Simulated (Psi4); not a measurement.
**GeH2F2 (difluorogermane): PBE/cc-pVDZ**

Aim: the energy change on altering one bond length of GeH2F2 (difluorogermane) at PBE/cc-pVDZ, from 2 runs. 

The calculation is run with Psi4 1.11.

2 further runs of the same task are left out: 2 set aside as unsound or not needed.

### Step 1. Starting point

The species is GeH2F2 (5 atoms), meant as a singlet with charge 0. SMILES: `[F][GeH2][F]`. The shape is that of a PBE0-D4/def2-TZVP optimisation.

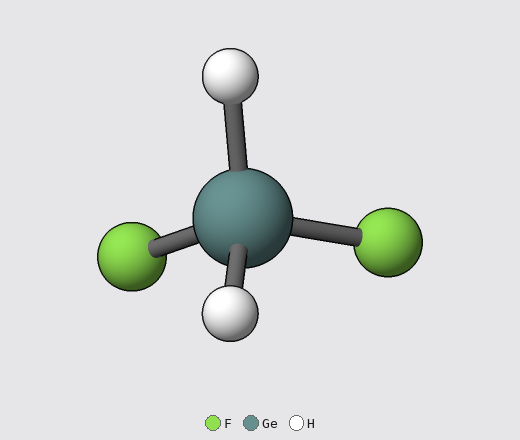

Viewed from a chosen angle; fluorine green, germanium teal, hydrogen white.

### Step 2. The energy at PBE/cc-pVDZ

File calc.dat:

```
memory 1.6 GB

molecule geom {
  0 1
  F     -1.08205718     0.43180242     2.88334412
  Ge     0.19464179    -0.13473747    -0.06084918
  F     -1.84153811     1.31184788    -2.15372086
  H      0.08938405    -2.97858632    -0.54178448
  H      2.73367781     1.23021171    -0.20522426
  units bohr
  symmetry c1
}

set {
  puream               true
  e_convergence        1e-09
  d_convergence        1e-08
  scf_type             pk
  dft_radial_points    99
  dft_spherical_points 590
}

result, w = energy("pbe/cc-pVDZ", return_wfn=True)
oeprop(w, "QUADRUPOLE", "DIPOLE", "MAYER_INDICES", title="PBE")
print_variables()
```

Command:

```console
psi4 -n 1 calc.dat calc.out
```

calc.out:

```text
[...]
  Running in c1 symmetry.
[...]
  Nuclear repulsion =  222.041292766381133
[...]
  Multiplicity = 1
[...]
  Nalpha       = 26
  Nbeta        = 26
[...]
    Number of basis functions: 65
[...]
   @RKS iter   1: -2276.83109200807621   -2.82850e+00   1.69390e-02 ADIIS/DIIS
[...]
   @RKS iter  11: -2277.41002875819640   -4.54747e-13   1.27863e-09 DIIS
[...]
    Orbital Energies [Eh]
    ---------------------
    Doubly Occupied:
       1A   -397.148856     2A    -49.255956     3A    -43.870687
       4A    -43.870396     5A    -43.869527     6A    -24.253109
       7A    -24.253097     8A     -6.049274     9A     -4.266428
      10A     -4.264445    11A     -4.260652    12A     -1.184492
      13A     -1.174096    14A     -1.164224    15A     -1.163729
      16A     -1.163285    17A     -1.056480    18A     -1.032364
      19A     -0.528847    20A     -0.396681    21A     -0.389751
      22A     -0.389041    23A     -0.333775    24A     -0.333653
      25A     -0.328088    26A     -0.299587
[...]
  @RKS Final Energy: -2277.41002875819640
   => Energetics <=
    Nuclear Repulsion Energy =            222.0412927663811331
    One-Electron Energy =               -3615.9459100564599794
    Two-Electron Energy =                1216.7204078659012794
    DFT Exchange-Correlation Energy =    -100.2258193340188228
    Empirical Dispersion Energy =           0.0000000000000000
    VV10 Nonlocal Energy =                  0.0000000000000000
    Total Energy =                      -2277.4100287581964039
[...]
 Multipole Moments:
 ------------------------------------------------------------------------------------
     Multipole            Electronic (a.u.)      Nuclear  (a.u.)        Total (a.u.)
 ------------------------------------------------------------------------------------
 L = 1.  Multiply by 2.5417464519 to convert [e a0] to [Debye]
 Dipole X            :          0.5335103            0.2243122            0.7578225
 Dipole Y            :         -0.3242154           -0.1362931           -0.4605085
 Dipole Z            :         -0.1372004           -0.0575851           -0.1947855
 Magnitude           :                                                    0.9079121
 L = 2.  Multiply by 1.3450342976 to convert [e a0^2] to [Debye ang]
 Quadrupole XX       :        -64.3193805           44.0237825          -20.2955980
 Quadrupole XY       :         20.8588560          -20.4930005            0.3658554
[...]
```

Run time: 11 s. Hardware: 1 thread of Intel Xeon Platinum 8559C (Emerald Rapids), shared host; peak memory 0.89 GiB.

### Step 3. The distorted shape at the same level

File input.inp:

```
memory 1.6 GB

molecule system {
  0 1
  F     -0.564244     0.454258     1.563979
  Ge     0.111356     0.154458     0.005979
  F     -0.966144     0.919958    -1.101521
  H      0.047300    -1.576200    -0.286700
  H      1.454956     0.876758    -0.070421
  symmetry c1
  no_reorient
  no_com
}

set basis cc-pVDZ
set puream true
set e_convergence 1e-09
set d_convergence 1e-08
set scf_type pk
set dft_radial_points 99
set dft_spherical_points 590

energy_value, wavefunction = energy("pbe", return_wfn=True)
oeprop(wavefunction, "MAYER_INDICES", "DIPOLE", "QUADRUPOLE", title="PBE")
print_variables()
```

Command:

```console
psi4 -i input.inp -o input.out -n 1
```

input.out:

```text
[...]
  Running in c1 symmetry.
[...]
  Nuclear repulsion =  220.345800065294583
[...]
  Multiplicity = 1
[...]
  Nalpha       = 26
  Nbeta        = 26
[...]
    Number of basis functions: 65
[...]
   @RKS iter   1: -2276.79204596759791   -2.87802e+00   1.70415e-02 ADIIS/DIIS
[...]
   @RKS iter  11: -2277.40035694093285   -6.36646e-12   8.80069e-09 DIIS
[...]
    Orbital Energies [Eh]
    ---------------------
    Doubly Occupied:
       1A   -397.156601     2A    -49.262539     3A    -43.877242
       4A    -43.877170     5A    -43.876411     6A    -24.257754
       7A    -24.257742     8A     -6.054759     9A     -4.271634
      10A     -4.269800    11A     -4.266407    12A     -1.189390
      13A     -1.178800    14A     -1.169330    15A     -1.168480
      16A     -1.168143    17A     -1.060374    18A     -1.036484
      19A     -0.523539    20A     -0.400501    21A     -0.393392
      22A     -0.380200    23A     -0.337531    24A     -0.335129
      25A     -0.331799    26A     -0.294475
[...]
  @RKS Final Energy: -2277.40035694093285
   => Energetics <=
    Nuclear Repulsion Energy =            220.3458000652945827
    One-Electron Energy =               -3612.3778141343154857
    Two-Electron Energy =                1214.8095871233804246
    DFT Exchange-Correlation Energy =    -100.1779299952922884
    Empirical Dispersion Energy =           0.0000000000000000
    VV10 Nonlocal Energy =                  0.0000000000000000
    Total Energy =                      -2277.4003569409328520
[...]
 Multipole Moments:
 ------------------------------------------------------------------------------------
     Multipole            Electronic (a.u.)      Nuclear  (a.u.)        Total (a.u.)
 ------------------------------------------------------------------------------------
 L = 1.  Multiply by 2.5417464519 to convert [e a0] to [Debye]
 Dipole X            :         17.2181390          -16.4554403            0.7626987
 Dipole Y            :        -31.7247072           31.3905392           -0.3341679
 Dipole Z            :         -7.7254151            7.5519673           -0.1734477
 Magnitude           :                                                    0.8505654
 L = 2.  Multiply by 1.3450342976 to convert [e a0^2] to [Debye ang]
 Quadrupole XX       :        -70.0346148           49.2170905          -20.8175244
 Quadrupole XY       :         31.5766796          -30.5491520            1.0275276
[...]
```

It took 11 s on 1 thread of Intel Xeon Platinum 8559C (Emerald Rapids), shared host; peak memory 0.89 GiB.

### Step 4. Outcome

Level: PBE/cc-pVDZ.

```
                                                          quantity           value
                                         first shape: total energy  -2277.41003 Eh
                                        first shape: dipole moment          2.31 D
                                          first shape: HOMO energy        -8.15 eV
                                          first shape: LUMO energy        -0.54 eV
                                        first shape: HOMO–LUMO gap         7.61 eV
                                     distorted shape: total energy  -2277.40036 Eh
                                    distorted shape: dipole moment          2.16 D
                                      distorted shape: HOMO energy        -8.01 eV
                                      distorted shape: LUMO energy        -1.28 eV
                                    distorted shape: HOMO–LUMO gap         6.74 eV
energy change with the Ge2–H4 bond stretched from 1.527 to 1.756 Å        0.263 eV
```

What this shows: With the Ge2–H4 bond stretched from 1.527 to 1.756 Å the energy rises by 0.26 eV (6.1 kcal/mol). The first shape isn't relaxed at this level, so the change isn't measured from a minimum.
